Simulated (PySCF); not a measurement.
**CH3GaSe (SMILES [CH2]1[GaH][Se]1) at MP2/cc-pVDZ**

Aim: the vertical ionisation energy of CH3GaSe at MP2/cc-pVDZ, from 2 runs. The job is set up through a Python script.

The calculation is run with PySCF 2.14.0.

### 1 The molecule

CH3GaSe: 6 atoms, total charge 0, spin state singlet. SMILES: `[CH2]1[GaH][Se]1`. The coordinates come from a PBE0-D4/def2-TZVP relaxation.

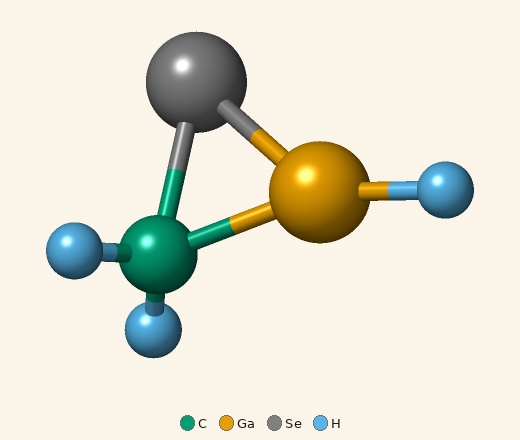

Viewed from a chosen angle; carbon teal, gallium amber, selenium grey, hydrogen blue.

### 2 The energy at MP2/cc-pVDZ

File input.py:

```python
# [CH2]1[GaH][Se]1
from pyscf import gto, mp

mol = gto.Mole()
mol.atom = '''
C       -0.101600      -0.241000      -0.785100
Ga       0.115600       0.649600       0.915900
Se       0.106200      -1.624600       0.705500
H       -1.076400      -0.302200      -1.257300
H        0.718100      -0.287600      -1.494100
H        0.238100       1.805900       1.915100
'''
mol.charge = 0
mol.max_memory = 1860
mol.spin = 0
mol.basis = 'cc-pvdz'
mol.verbose = 3
mol.build()

mf = mol.RHF()
mf.conv_tol = 1e-10
mf.kernel()
if not mf.converged:
    mf = mf.newton().run(mf.mo_coeff, mf.mo_occ)

pt = mp.MP2(mf, frozen=19).run()
e_tot = pt.e_tot
print('E(%s) = %.9f' % ('MP2', e_tot))
```

Launch:

```bash
OMP_NUM_THREADS=1 python input.py
```

The program printed:

```text
converged SCF energy = -4362.62174037507
E(RMP2) = -4362.97636965613  E_corr = -0.354629281060239
E(SCS-RMP2) = -4362.96817804915  E_corr = -0.34643767407641
E(MP2) = -4362.976369656
```

It took 3.6 s on 1 thread of Intel Xeon Platinum 8259CL at 2.50GHz (Skylake/Cascade Lake), shared host; peak memory 0.19 GiB.

### 3 The doublet cation, same level

File start.xyz:

```xyz
6

C     -0.101600    -0.241000    -0.785100
Ga     0.115600     0.649600     0.915900
Se     0.106200    -1.624600     0.705500
H     -1.076400    -0.302200    -1.257300
H      0.718100    -0.287600    -1.494100
H      0.238100     1.805900     1.915100
```

File input.py:

```python
from pyscf import gto, scf, mp

mol = gto.M(
    atom='start.xyz',
    verbose=3,
    basis='cc-pvdz',
    max_memory=1860,
    charge=1,
    spin=1,
)

mf = scf.UHF(mol)
mf.conv_tol = 1e-10
mf.kernel()
if not mf.converged:
    mf = mf.newton().run(mf.mo_coeff, mf.mo_occ)

pt = mp.MP2(mf, frozen=19).run()
e_final = pt.e_tot
print('E(%s) = %.9f' % ('MP2', e_final))
```

Launch:

```bash
OMP_NUM_THREADS=1 python input.py
```

The program printed:

```text
converged SCF energy = -4362.32473491684  <S^2> = 0.78787996  2S+1 = 2.0375279
E(UMP2) = -4362.65214928864  E_corr = -0.327414371800054
E(SCS-UMP2) = -4362.64542665604  E_corr = -0.32069173920459
E(MP2) = -4362.652149289
```

Wall time 5.1 s (1 thread of Intel Xeon Platinum 8259CL at 2.50GHz (Skylake/Cascade Lake), shared host); peak memory 0.2 GiB.

### 4 Outcome

Level: MP2/cc-pVDZ, 19 core orbitals frozen.

| quantity | value |
| --- | --- |
| singlet CH3GaSe: total energy | -4362.97637 Eh |
| singlet CH3GaSe: dipole moment (Hartree–Fock density) | 3.03 D |
| singlet CH3GaSe: HOMO energy (Hartree–Fock orbitals) | -8.80 eV |
| singlet CH3GaSe: LUMO energy (Hartree–Fock orbitals) | 1.29 eV |
| singlet CH3GaSe: HOMO–LUMO gap (Hartree–Fock orbitals) | 10.09 eV |
| singlet CH3GaSe: correlation energy (19 core orbitals frozen) | -354.6 mEh |
| doublet cation: total energy | -4362.65215 Eh |
| doublet cation: HOMO energy (Hartree–Fock orbitals) (highest over α and β) | -15.19 eV |
| doublet cation: LUMO energy (Hartree–Fock orbitals) (lowest over α and β) | -7.24 eV |
| doublet cation: correlation energy (19 core orbitals frozen) | -327.4 mEh |
| doublet cation: ⟨S²⟩ of the reference determinant | 0.788 |
| vertical ionisation energy (to the doublet cation) | 8.822 eV |

**Reading.** Removing an electron at fixed nuclei costs 8.82 eV (851 kJ/mol). Mulliken charges (singlet CH3GaSe) of the mean-field density run from -0.31 on C1 to +0.50 on Ga2. Mulliken charges (doublet cation) of the mean-field density run from -0.23 on C1 to +0.72 on Ga2.
